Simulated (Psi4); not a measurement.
# BHF2 (SMILES FBF) at TPSSh/def2-TZVPP

What is the vertical singlet–triplet gap of BHF2 at TPSSh/def2-TZVPP? 

The calculation is run with Psi4 1.11.

1 further run of the same task is left out (set aside as unsound or not needed).

## (1) The structure to begin with

BHF2 has 4 atoms, charge 0, and is taken as a singlet. As SMILES, `FBF`. The shape is that of a PBE0-D4/def2-TZVP optimisation.

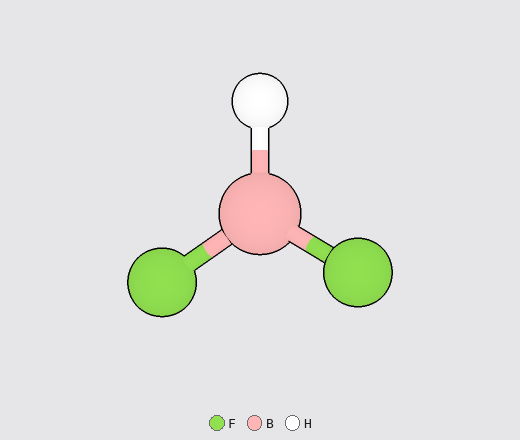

Viewed from a chosen angle; fluorine green, boron pink, hydrogen white.

## (2) Energy and gradient at TPSSh/def2-TZVPP

The input, input.in:

```
memory 1600 MB

molecule {
  0 1
  F
  B 1 1.313275
  F 2 1.313162 1 118.0734
  H 2 1.191291 3 120.9677 1 -179.99789
  symmetry c1
}

set puream true
set e_convergence 1e-09
set d_convergence 1e-08
set scf_type pk
set dft_radial_points 99
set dft_spherical_points 590

gradient("tpssh/def2-TZVPP")
```

Launch:

```console
$ psi4 -i input.in -o input.out -n 1
```

input.out:

```text
[...]
  Running in c1 symmetry.
[...]
  Nuclear repulsion =   61.888559216060209
[...]
  Multiplicity = 1
[...]
  Nalpha       = 12
  Nbeta        = 12
[...]
    Number of basis functions: 107
[...]
   @RKS iter   1:  -225.26979127155909   -4.79758e-01   4.68475e-03 ADIIS/DIIS
[...]
   @RKS iter  10:  -225.34505903955991   -7.10543e-13   4.08368e-10 DIIS
[...]
    Orbital Energies [Eh]
    ---------------------
    Doubly Occupied:
       1A    -24.625758     2A    -24.625723     3A     -6.798735
       4A     -1.225175     5A     -1.196847     6A     -0.568893
       7A     -0.518256     8A     -0.498547     9A     -0.477381
      10A     -0.425191    11A     -0.407734    12A     -0.368061
[...]
  @RKS Final Energy:  -225.34505903955991
   => Energetics <=
    Nuclear Repulsion Energy =             61.8885592160602087
    One-Electron Energy =                -435.2739534233621725
    Two-Electron Energy =                 171.0349722623172966
    DFT Exchange-Correlation Energy =     -22.9946370945752605
    Empirical Dispersion Energy =           0.0000000000000000
    VV10 Nonlocal Energy =                  0.0000000000000000
    Total Energy =                       -225.3450590395599136
[...]
 Multipole Moments:
 ------------------------------------------------------------------------------------
     Multipole            Electronic (a.u.)      Nuclear  (a.u.)        Total (a.u.)
 ------------------------------------------------------------------------------------
 L = 1.  Multiply by 2.5417464519 to convert [e a0] to [Debye]
 Dipole X            :         -0.0000475            0.0000367           -0.0000108
 Dipole Y            :         -0.9689547            1.2523726            0.2834179
 Dipole Z            :         -0.5810332            0.7513308            0.1702976
 Magnitude           :                                                    0.3306463
[...]
  -Total Gradient:
     Atom            X                  Y                   Z
    ------   -----------------  -----------------  -----------------
       1        0.000001126269    -0.000034727254     0.006712625438
       2       -0.000003622097    -0.007582258330    -0.004457790644
       3        0.000001126328     0.005978994283    -0.003232545672
       4        0.000001350043     0.001673589936     0.000999096590
[...]
```

Wall time 31 s (1 thread of Intel Xeon Platinum 8488C (Sapphire Rapids), shared host); peak memory 0.59 GiB.

## (3) The triplet: a single-point energy at UTPSSh/def2-TZVPP

The input, bf2h.inp:

```
memory 1.6 GB

molecule {
  0 3
  F
  B 1 R2
  F 2 R3 1 A3
  H 2 R4 3 A4 1 D4

  R2 = 1.313275
  R3 = 1.313162
  A3 = 118.0734
  R4 = 1.191291
  A4 = 120.9677
  D4 = -179.99789
  symmetry c1
  no_reorient
  no_com
}

set basis def2-TZVPP
set reference uks
set puream true
set e_convergence 1e-09
set d_convergence 1e-08
set scf_type pk
set dft_radial_points 99
set dft_spherical_points 590
set maxiter 200

e_tot, wfn = energy("tpssh", return_wfn=True)
```

Launch:

```console
$ psi4 -n 1 bf2h.inp bf2h.out
```

bf2h.out:

```text
[...]
  Running in c1 symmetry.
[...]
  Nuclear repulsion =   61.888559216060209
[...]
  Multiplicity = 3
[...]
  Nalpha       = 13
  Nbeta        = 11
[...]
    Number of basis functions: 107
[...]
   @UKS iter   1:  -224.99624552607236   -2.06212e-01   3.97058e-03 ADIIS/DIIS
[...]
   @UKS iter  12:  -225.06532146512302   -1.13687e-12   9.22401e-09 DIIS
[...]
   @S^2 Observed:                2.003950675E+00
[...]
    Orbital Energies [Eh]
    ---------------------
    Alpha Occupied:
       1A    -24.646788     2A    -24.646781     3A     -6.773269
       4A     -1.241057     5A     -1.214805     6A     -0.606236
       7A     -0.545934     8A     -0.537103     9A     -0.491941
      10A     -0.443431    11A     -0.440465    12A     -0.431143
      13A     -0.104961
    Alpha Virtual:
      14A      0.024303    15A      0.052349    16A      0.059220
      17A      0.115510    18A      0.135124    19A      0.271888
      20A      0.278285    21A      0.377059    22A      0.391008
      23A      0.422068    24A      0.434918    25A      0.495811
[...]
  @UKS Final Energy:  -225.06532146512302
   => Energetics <=
    Nuclear Repulsion Energy =             61.8885592160602087
    One-Electron Energy =                -434.8006104143098582
    Two-Electron Energy =                 170.7870636745126376
    DFT Exchange-Correlation Energy =     -22.9403339413860188
    Empirical Dispersion Energy =           0.0000000000000000
    VV10 Nonlocal Energy =                  0.0000000000000000
    Total Energy =                       -225.0653214651230201
[...]
 Multipole Moments:
 ------------------------------------------------------------------------------------
     Multipole            Electronic (a.u.)      Nuclear  (a.u.)        Total (a.u.)
 ------------------------------------------------------------------------------------
 L = 1.  Multiply by 2.5417464519 to convert [e a0] to [Debye]
 Dipole X            :          0.0000235            0.0000367            0.0000602
 Dipole Y            :         -0.7427719            1.2523726            0.5096007
 Dipole Z            :         -0.4455317            0.7513308            0.3057991
 Magnitude           :                                                    0.5943114
[...]
```

Wall time 42 s (1 thread of Intel Xeon Platinum 8488C (Sapphire Rapids), shared host); peak memory 0.59 GiB.

## (4) What came out

At TPSSh/def2-TZVPP:

| quantity | value |
| --- | --- |
| singlet: total energy | -225.34506 Eh |
| singlet: dipole moment | 0.84 D |
| singlet: HOMO energy | -10.02 eV |
| singlet: LUMO energy | -0.73 eV |
| singlet: HOMO–LUMO gap | 9.29 eV |
| singlet: largest force on an atom | 0.452 eV/Å |
| triplet: total energy | -225.06532 Eh |
| triplet: dipole moment | 1.51 D |
| triplet: HOMO energy (highest over α and β) | -2.86 eV |
| triplet: ⟨S²⟩ | 2.004 |
| vertical energy of the triplet above the singlet | 7.612 eV |

At this shape the triplet lies 7.61 eV (734 kJ/mol) above the singlet. The largest force (singlet) is 0.45 eV/Å: the shape isn't a stationary point for this species at this level.
